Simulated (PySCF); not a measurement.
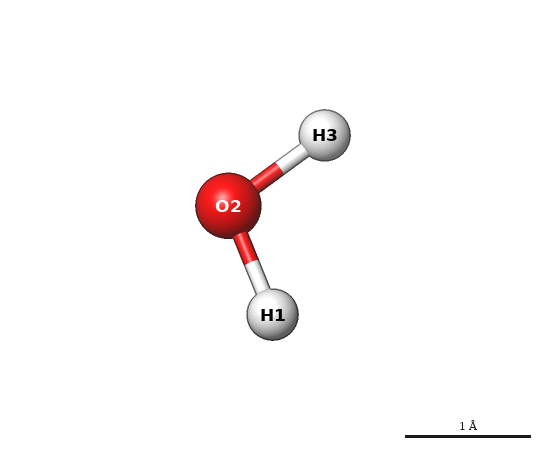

Atoms carry their numbers in the input. The geometry was computed by an optimisation with PBE0-D4/def2-TZVP. No frequency run is at hand to confirm it as a minimum.

How are the neighbours of atom 2 arranged?

O2 has 2 neighbours (H1 at 0.96, H3 at 0.96 Å); the arrangement is bent.
